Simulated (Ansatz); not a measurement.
# BrH₅O₂Si₂: a ladder of functionals and wavefunction methods, part 2 of 2

Ansatz 0.2.0, Gaussian basis; functionals in def2-TZVPP, the program's frozen cores in correlated methods. Earlier steps stand in the parts before.

### Step 18. B2PLYP (double hybrid)

Input file in.yaml:

```yaml
crystal:
  periodic: [false, false, false]
  atoms:
    - {symbol: O, position_ang: [-0.307638, 0.006453, 2.457376]}
    - {symbol: Si, position_ang: [-0.865615, 0.333840, 0.968709]}
    - {symbol: Br, position_ang: [-0.411056, 2.449417, 0.438963]}
    - {symbol: O, position_ang: [-0.196780, -0.604512, -0.163980]}
    - {symbol: Si, position_ang: [0.699084, -0.638268, -1.543278]}
    - {symbol: H, position_ang: [0.591389, 0.249151, 2.685099]}
    - {symbol: H, position_ang: [-2.319730, 0.138789, 1.008653]}
    - {symbol: H, position_ang: [2.067090, -0.131065, -1.269467]}
    - {symbol: H, position_ang: [0.058468, 0.194688, -2.590200]}
    - {symbol: H, position_ang: [0.767885, -2.049692, -1.988874]}
basis:
  gaussian: {orbitals: def2-TZVPP}
hamiltonian: {xc: {name: B2PLYP}}
```

Command:

```console
ansatz run in.yaml --threads 4 --pin off --events-out ev --progress --plain --max-ram 10444MiB
```

The log of the run (excerpt; [...] marks lines left out):

```text
Functional definition: B2PLYP
  name "B2PLYP"
  cite "Grimme, J. Chem. Phys. 124, 034108 (2006) doi:10.1063/1.2148954"
  cite "Becke, Phys. Rev. A 38, 3098 (1988) doi:10.1103/PhysRevA.38.3098"
  cite "Lee, Yang & Parr, Phys. Rev. B 37, 785 (1988) doi:10.1103/PhysRevB.37.785"
[...]
1596 factors; integrals over basis functions are off by at most 8.3e-4 eV
[...]
mean field -89956.53852298 eV, -3305.8418159879 hartree, gradient 6.7e-6 eV, S^2 0.000000; 0 other end points of the search recorded, 0 dependent functions left out
21 core orbitals not correlated: weight in the atoms' cores, before any rotation towards them, 1.000 or more for the frozen orbitals, at most 0.000 for the correlated occupied ones
reference -89956.53871052 eV, -3305.8418228795 hartree; 21, 21 occupied and 222, 222 virtual orbitals, 1596 factors
second order -32.30998814 eV of doubles, -0.00000000 eV of singles
Total energy: -89965.26240731 eV, -3306.1624128237 hartree
```

It took 6 s on 4 threads of AMD EPYC 7B13, shared host; peak memory 0.79 GiB.

Atomisation energy: 36.193 eV (free atoms -89929.070 eV, run apart).

### Step 19. PBE-QIDH (double hybrid)

Changes to in.yaml since step 18:

```diff
@@ -15,2 +15,2 @@
   gaussian: {orbitals: def2-TZVPP}
-hamiltonian: {xc: {name: B2PLYP}}
+hamiltonian: {xc: {name: PBE-QIDH}}
```

Launched as before.

The log of the run (excerpt; [...] marks lines left out):

```text
Functional definition: PBE-QIDH
  name "PBE-QIDH"
  cite "Brémond, Sancho-García, Pérez-Jiménez & Adamo, J. Chem. Phys. 141, 031101 (2014) doi:10.1063/1.4890314"
  cite "Perdew, Burke & Ernzerhof, Phys. Rev. Lett. 77, 3865 (1996) doi:10.1103/PhysRevLett.77.3865"
[...]
1596 factors; integrals over basis functions are off by at most 8.3e-4 eV
[...]
mean field -89942.15223987 eV, -3305.3131298347 hartree, gradient 4.6e-6 eV, S^2 0.000000; 0 other end points of the search recorded, 0 dependent functions left out
21 core orbitals not correlated: weight in the atoms' cores, before any rotation towards them, 1.000 or more for the frozen orbitals, at most 0.000 for the correlated occupied ones
reference -89942.15225414 eV, -3305.3131303591 hartree; 21, 21 occupied and 222, 222 virtual orbitals, 1596 factors
second order -30.13063121 eV of doubles, -0.00000000 eV of singles
Total energy: -89952.19579787 eV, -3305.6822237837 hartree
```

Run time: 6.5 s. Hardware: 4 threads of AMD EPYC 7B13, shared host; peak memory 0.79 GiB.

Atomisation energy: 36.211 eV (free atoms -89915.985 eV, run apart).

### Step 20. Orbital energies across the functionals

Dipoles come from the runs that computed forces. Levels, from each run's orbital file:

```
  functional  HOMO (eV)  LUMO (eV)  gap (eV)  dipole (D)
 LDA (SPW92)      -7.42      -1.15      6.27            
      PBE-D4      -7.25      -0.88      6.37        1.23
   revPBE-D4      -7.19      -0.75      6.43            
     BLYP-D4      -7.08      -0.75      6.33            
   r2SCAN-D4      -7.61      -0.44      7.18        1.26
      B97M-V      -7.72      -0.71      7.01            
     PBE0-D4      -8.60      -0.01      8.60            
    B3LYP-D4      -8.32      -0.24      8.09        1.24
  r2SCANh-D4      -8.11      -0.15      7.95            
  r2SCAN0-D4      -8.85       0.26      9.11            
    HSE06-D4      -8.20      -0.38      7.82            
    BHLYP-D4      -9.78       0.83     10.61            
CAM-B3LYP-D4      -9.95       0.94     10.88            
     LC-ωPBE     -11.36       2.15     13.51            
     ωB97X-V     -11.00       1.98     12.97            
     ωB97M-V     -10.87       1.62     12.49        1.26
```

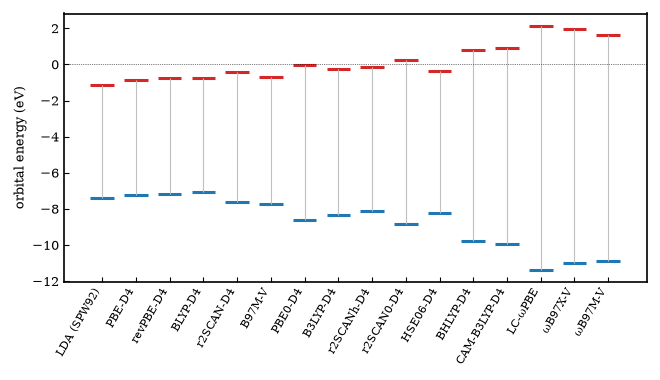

Highest occupied (blue) and lowest empty (red) level by functional.

### Step 21. CCSD(T) in def2-SVP

Changes to in.yaml since step 19:

```diff
@@ -14,3 +14,3 @@
 basis:
-  gaussian: {orbitals: def2-TZVPP}
-hamiltonian: {xc: {name: PBE-QIDH}}
+  gaussian: {orbitals: def2-SVP}
+correlation: {method: ccsd_t}
```

Same command.

The log of the run (excerpt; [...] marks lines left out):

```text
Functional definition: HF
  name "HF"
  cite "Fock, Z. Phys. 61, 126 (1930) doi:10.1007/BF01340294"
  parent pbe
[...]
1146 factors; integrals over basis functions are off by at most 1.2e-3 eV
[...]
mean field -89865.37073927 eV, -3302.4914617322 hartree, gradient 5.3e-6 eV, S^2 0.000000; 0 other end points of the search recorded, 0 dependent functions left out
21 core orbitals not correlated: weight in the atoms' cores, before any rotation towards them, 1.000 or more for the frozen orbitals, at most 0.000 for the correlated occupied ones
reference -89865.37073927 eV, -3302.4914617322 hartree; 21, 21 occupied and 79, 79 virtual orbitals, 1146 factors
second order -21.46816350 eV of doubles, -0.00000000 eV of singles
cycle   1  -21.87394265 eV  change   -4.1e-1 eV  update   1.0e-1
[...]
cycle   8  -22.50301795 eV  change    3.3e-5 eV  update   2.8e-5
perturbative correction -0.48288523 eV, -0.0177457049 hartree
Total energy: -89888.35664245 eV, -3303.3361780936 hartree
```

Wall time 8.5 s (4 threads of AMD EPYC 7B13, shared host); peak memory 0.65 GiB.

### Step 22. CCSD(T) in def2-TZVPP

Changes to in.yaml since step 21:

```diff
@@ -14,3 +14,4 @@
 basis:
-  gaussian: {orbitals: def2-SVP}
+  gaussian: {orbitals: def2-TZVPP}
 correlation: {method: ccsd_t}
+output: {orbitals: {seedname: orbitals}}
```

The command is unchanged.

The log of the run (excerpt; [...] marks lines left out):

```text
Functional definition: HF
  name "HF"
  cite "Fock, Z. Phys. 61, 126 (1930) doi:10.1007/BF01340294"
  parent pbe
[...]
1596 factors; integrals over basis functions are off by at most 8.3e-4 eV
[...]
mean field -89885.33096691 eV, -3303.2249865684 hartree, gradient 5.3e-6 eV, S^2 0.000000; 0 other end points of the search recorded, 0 dependent functions left out
21 core orbitals not correlated: weight in the atoms' cores, before any rotation towards them, 1.000 or more for the frozen orbitals, at most 0.000 for the correlated occupied ones
reference -89885.33096691 eV, -3303.2249865684 hartree; 21, 21 occupied and 222, 222 virtual orbitals, 1596 factors
second order -26.92589155 eV of doubles, -0.00000000 eV of singles
cycle   1  -27.12892468 eV  change   -2.0e-1 eV  update   1.1e-1
[...]
cycle   8  -27.88551208 eV  change    3.7e-5 eV  update   3.6e-5
perturbative correction -0.96098957 eV, -0.0353157155 hartree
Total energy: -89914.17746856 eV, -3304.2850759511 hartree
```

Run time: 3.7 min. Hardware: 4 threads of AMD EPYC 7B13, shared host; peak memory 6.4 GiB.

### Step 23. MP2 in def2-QZVPP

Changes to in.yaml since step 22:

```diff
@@ -14,4 +14,3 @@
 basis:
-  gaussian: {orbitals: def2-TZVPP}
-correlation: {method: ccsd_t}
-output: {orbitals: {seedname: orbitals}}
+  gaussian: {orbitals: "def2-QZVPP.json"}
+correlation: {method: mp2}
```

The command is unchanged.

The log of the run (excerpt; [...] marks lines left out):

```text
Functional definition: HF
  name "HF"
  cite "Fock, Z. Phys. 61, 126 (1930) doi:10.1007/BF01340294"
  parent pbe
[...]
3008 factors; integrals over basis functions are off by at most 7.8e-4 eV
[...]
mean field -89887.40232917 eV, -3303.3011077273 hartree, gradient 2.4e-6 eV, S^2 0.000000; 0 other end points of the search recorded, 0 dependent functions left out
21 core orbitals not correlated: weight in the atoms' cores, before any rotation towards them, 1.000 or more for the frozen orbitals, at most 0.000 for the correlated occupied ones
reference -89887.40232917 eV, -3303.3011077273 hartree; 21, 21 occupied and 451, 451 virtual orbitals, 3008 factors
second order -37.18201970 eV of doubles, -0.00000000 eV of singles
Total energy: -89924.58434887 eV, -3304.6675217486 hartree
```

Wall time 24 s (4 threads of AMD EPYC 7B13, shared host); peak memory 3.2 GiB.

Energy pieces by basis (eV):

```
     basis           HF  MP2 correlation  CCSD correlation      (T)              total
  def2-SVP  -89865.3707         -21.4682          -22.5030  -0.4829        -89888.3566
def2-TZVPP  -89885.3310         -26.9259          -27.8855  -0.9610        -89914.1775
def2-QZVPP  -89887.4023         -37.1820                             -89924.5843 (MP2)
```

The report of the def2-TZVPP run gives T1 = 0.0100.

### Step 24. Extrapolating to the complete basis

This step is arithmetic on the last runs, with X = 3 and 4: exp(−7.88√X) for Hartree-Fock, X^−2.97 for correlation; only MP2 was run in the larger set, so CCSD(T) minus MP2 is added from the smaller one.

```
  level  energy at the limit (eV)
     HF               -89887.6876
    MP2               -89932.4668
   CCSD               -89933.4264
CCSD(T)               -89934.3874
```

This is no true limit for total energies: MP2 correlation changes by a factor of 1.38 from triple to quadruple zeta (about 1.07 in light molecules), because outer-core shells are correlated in sets not made for them. Much of that cancels between molecule and atoms or ions.

### Step 25. RPA on PBE orbitals

Changes to in.yaml since step 23:

```diff
@@ -14,3 +14,4 @@
 basis:
-  gaussian: {orbitals: "def2-QZVPP.json"}
-correlation: {method: mp2}
+  gaussian: {orbitals: def2-TZVPP}
+hamiltonian: {xc: pbe}
+correlation: {method: rpa}
```

Same command.

The log of the run (excerpt; [...] marks lines left out):

```text
Functional definition: PBE
  name "PBE"
  cite "Perdew, Burke & Ernzerhof, Phys. Rev. Lett. 77, 3865 (1996) doi:10.1103/PhysRevLett.77.3865"
  parent pbe
[...]
1596 factors; integrals over basis functions are off by at most 8.3e-4 eV
[...]
mean field -89961.32857918 eV, -3306.0178473061 hartree, gradient 3.7e-6 eV, S^2 0.000000; 0 other end points of the search recorded, 0 dependent functions left out
21 core orbitals not correlated: weight in the atoms' cores, before any rotation towards them, 1.000 or more for the frozen orbitals, at most 0.000 for the correlated occupied ones
reference -89883.31921843 eV, -3303.1510561752 hartree; 21, 21 occupied and 222, 222 virtual orbitals, 1596 factors
Total energy: -89926.29830637 eV, -3304.7305085250 hartree
```

Run time: 5.5 s. Hardware: 4 threads of AMD EPYC 7B13, shared host; peak memory 0.67 GiB.

RPA correlation: -42.979 eV. No RPA run of the hydrogen atom was made, so RPA has no atomisation energy below.

### Step 26. Atomisation energies

Atomisation energy = energies of 2 O, 2 Si, 1 Br, 5 H (separate runs, same level) minus the molecule's; electronic only, no spin-orbit term.

```
            method             rung  atomisation energy (eV)  from CCSD(T)/CBS (eV)     time
       LDA (SPW92)              LDA                   41.323                 +4.309    1.5 s
            PBE-D4              GGA                   36.572                 -0.442    2.6 s
         revPBE-D4              GGA                   35.706                 -1.308    2.2 s
           BLYP-D4              GGA                   36.286                 -0.728    2.1 s
         r2SCAN-D4         meta-GGA                   36.742                 -0.272    4.4 s
            B97M-V         meta-GGA                   36.691                 -0.323    7.5 s
           PBE0-D4           hybrid                   36.095                 -0.919    3.6 s
          B3LYP-D4           hybrid                   36.452                 -0.562    5.5 s
        r2SCANh-D4           hybrid                   36.496                 -0.518    5.5 s
        r2SCAN0-D4           hybrid                   36.144                 -0.870      6 s
          HSE06-D4           hybrid                   36.116                 -0.898    3.9 s
          BHLYP-D4           hybrid                   35.661                 -1.353    3.9 s
      CAM-B3LYP-D4  range-separated                   36.751                 -0.263    4.4 s
           LC-ωPBE  range-separated                   36.159                 -0.855    2.9 s
           ωB97X-V  range-separated                   36.862                 -0.152      8 s
           ωB97M-V  range-separated                   36.756                 -0.258     12 s
            B2PLYP    double hybrid                   36.193                 -0.821      6 s
          PBE-QIDH    double hybrid                   36.211                 -0.803    6.5 s
     HF/def2-TZVPP     wavefunction                   27.073                 -9.941         
    MP2/def2-TZVPP     wavefunction                   36.566                 -0.448         
   CCSD/def2-TZVPP     wavefunction                   35.310                 -1.704         
  CCSD(T)/def2-SVP     wavefunction                   33.612                 -3.402    8.5 s
CCSD(T)/def2-TZVPP     wavefunction                   35.796                 -1.218  3.7 min
           MP2/CBS     wavefunction                   37.784                 +0.770         
       CCSD(T)/CBS     wavefunction                   37.014                      0  4.1 min
```

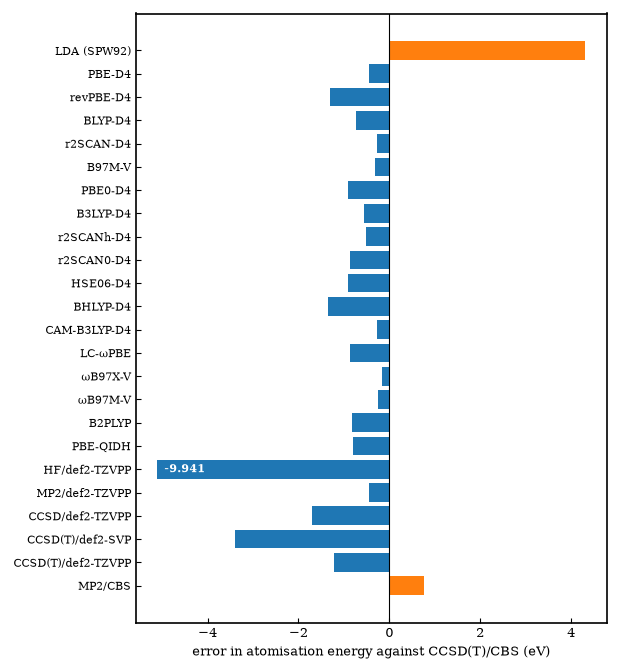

How far each level lands from CCSD(T)/CBS. Bars with a number in them are cut short.

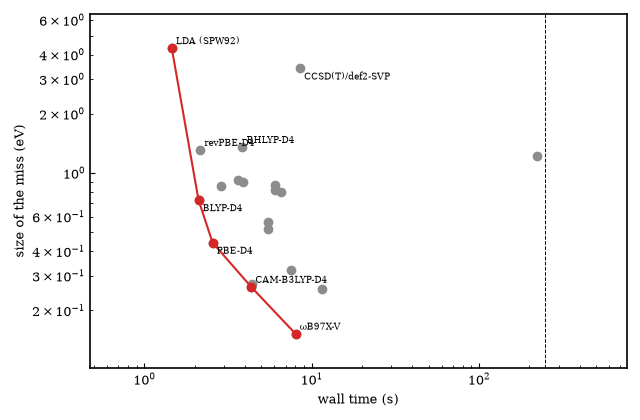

Accuracy for the time spent; red marks the levels that beat every quicker one drawn (of those quicker than the yardstick), and the dashed line is the time of CCSD(T)/CBS. Only those levels and the largest misses are named. Times are from a shared host.

LDA (SPW92), LC-ωPBE, B2PLYP, PBE-QIDH carry no dispersion term (for B3LYP, D4 adds 0.446 eV).

Times are those of the molecule's run; HF, MP2 and CCSD come out of the CCSD(T) runs, and the limit's time is the sum of the runs that it needs.

### Step 27. Results

This closing draws on all 2 parts.

```
                               quantity                                              value
        atomisation energy, CCSD(T)/CBS                                          37.014 eV
    functionals within 0.370 eV (1.0 %)  r2SCAN-D4, B97M-V, CAM-B3LYP-D4, ωB97X-V, ωB97M-V
                    farthest beyond LDA                               BHLYP-D4 (-1.353 eV)
                mean size of error, GGA                                           0.826 eV
           mean size of error, meta-GGA                                           0.297 eV
             mean size of error, hybrid                                           0.853 eV
    mean size of error, range-separated                                           0.382 eV
      mean size of error, double hybrid                                           0.812 eV
              gap, smallest and largest          6.27 eV (LDA (SPW92)), 13.51 eV (LC-ωPBE)
                          T1 diagnostic                                             0.0100
triples share of the correlation energy                                              3.3 %
```

The LDA atomisation energy is off by 4.309 eV (12 %): it overbinds. PBE-D4 misses by -0.442 eV. Double hybrids carry the basis error of their MP2 part in triple zeta, and no dispersion term here, so their miss is partly the set-up's. By mean error the best rung here is meta-GGA (0.297 eV) and the worst beyond LDA is hybrid (0.853 eV). GGA functionals lie within the reference's doubt of that worst mean (0.826 eV), so those two tie. The gap between the best rungs is small, so their order is not settled. The mean of the hybrids holds BHLYP, with half exact exchange. Misses under about 0.370 eV are within the doubt on the reference itself, which lacks core-valence correlation, relativity and higher excitations, and its outer-core shells are covered unevenly. All levels share the lack of spin-orbit coupling, which lowers the free heavy atoms and so the true binding. Hartree-Fock recovers 73 % of the binding; the rest is correlation. CCSD(T) in def2-SVP is off by -3.402 eV, so the small basis spoils what the method gains. The gap grows from 6.3 to 13.5 eV across the functionals, mostly with the share of exact exchange. Correlated methods include outer-core shells of Br, which these sets cover unevenly.

For cost: ωB97X-V gets within 0.152 eV in 8 s, where CCSD(T)/CBS took 4.1 min; the quickest level in the cost chart, LDA (SPW92), takes 1.5 s and misses by 4.309 eV.
